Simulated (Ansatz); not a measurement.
Cl₃F₃Mo···HF

Input

```
crystal:
  periodic: [false, false, false]
  atoms:
    - { symbol: Mo, position_ang: [-0.124993, 0.005132, -0.078907] }
    - { symbol: Cl, position_ang: [-0.202526, -0.067694, 2.226167] }
    - { symbol: F, position_ang: [1.654429, -0.025546, -0.234919] }
    - { symbol: Cl, position_ang: [-0.396098, 2.207489, -0.354967] }
    - { symbol: F, position_ang: [-1.923831, -0.176539, -0.054256] }
    - { symbol: F, position_ang: [-0.047619, -1.817985, 0.013132] }
    - { symbol: Cl, position_ang: [-0.255564, -0.326985, -2.349513] }
    - { symbol: F, position_ang: [1.76705, 1.792426, 1.414206] }
    - { symbol: H, position_ang: [1.89885, 1.418202, 2.231357] }
basis:
  gaussian: { orbitals: def2-SVP }
hamiltonian:
  xc: hf
relax:
  f_tol: 0.03
  max_steps: 50
output:
  orbitals: {}
```

Launched as:

```sh
ansatz run input.yaml --threads 4 --pin off --max-ram 5120MiB --backend cpu --events-out ev --progress --plain --runs-dir out
```

The fields are those of the run's last geometry, not of the input's.

Core potentials replace the inner electrons of Mo.

Theory: RHF/def2-SVP in Ansatz 0.2.0.

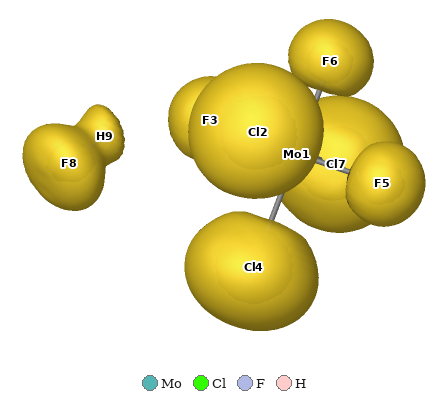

Figure 1. Isosurface of the electron localisation function at 0.75 (yellow), seen from one side. Core shells and regions of very low density are left out.

> Describe the localisation domains.

The ELF exceeds this value in three regions wrapped around Cl (the valence shell of each), three regions wrapped around F (the valence shell of each) and one joined region spread over several atoms (F, H), in which their bonds and any lone pairs are merged.


F3···H9 (2.00 Å): the ELF dips to about 0 between them; by its geometry a hydrogen bond between the two molecules, with no shared pair. Mo–F (1.79 Å): the ELF peaks at about 0.85 in the valence shell of F, 0.5 Å from its nucleus, and drops to about 0.30 between the two atoms.

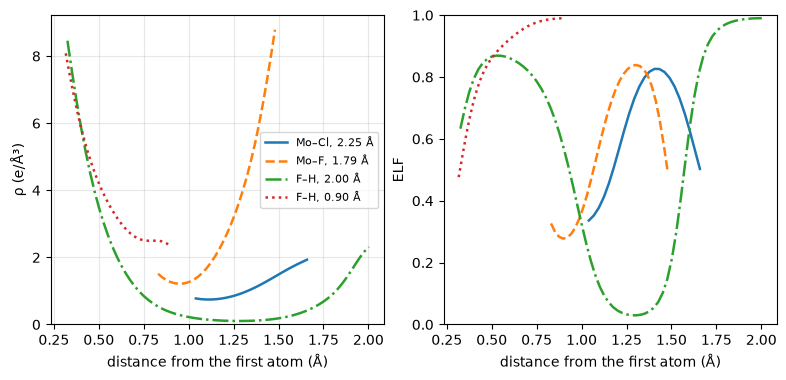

Figure 2. Electron density and electron localisation function along straight lines between neighbouring atoms. The curves leave out the atomic cores.

> What can be read from the curves?

Mo–Cl (2.25 Å): ρ at the midpoint is about 0.74 e/Å³; the ELF peaks at about 0.85 in the valence shell of Cl, 0.8 Å from its nucleus, and is about 0.40 at the midpoint.
Mo–F (1.79 Å): the density is about 1.3 e/Å³ at the midpoint; the ELF peaks at about 0.85 in the valence shell of F, 0.5 Å from its nucleus, and drops to about 0.30 between the two atoms.
F3···H9 (2.00 Å): the density falls to about 0.1 e/Å³ on the way; the ELF dips to about 0 between them (by its geometry a hydrogen bond between the two molecules, with no shared pair).
F–H (0.90 Å): ρ at the midpoint is about 4.9 e/Å³; the ELF climbs to about 1 towards the hydrogen, as it does in any bond to H (a covalent bond by its length).

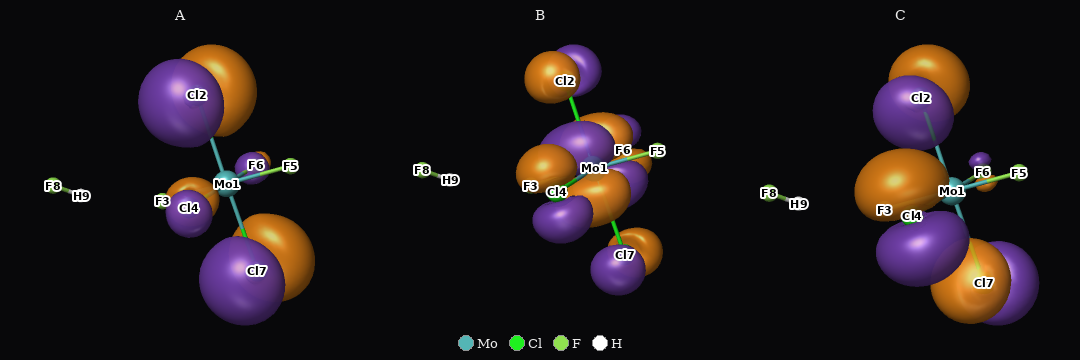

Figure 3. Three frontier orbitals at ±0.1 Å⁻³ᐟ² (orange and purple are the two phases), in no order.

> Which picture is the HOMO−1, the HOMO and the LUMO?

A is the HOMO−1 (−13.87 eV). By Hirshfeld shares it lies mainly on Cl2 (about 45 %) and Cl7 (about 45 %); largely a combination of lone pairs on Cl2 and Cl7. C is the HOMO (−13.21 eV). Its weight (Hirshfeld) is mainly on Cl4 (about 45 %), Cl7 (about 25 %) and Cl2 (about 25 %); largely a combination of lone pairs on Cl4, Cl7 and Cl2. B is the LUMO (−3.97 eV). By Hirshfeld shares it lies mainly on Mo1 (about 65 %), Cl4 (about 10 %), Cl2 (about 10 %), Cl7 (about 10 %) and F6 (about 5 %).

> What is the HOMO–LUMO gap?

9.24 eV between the orbital energies.
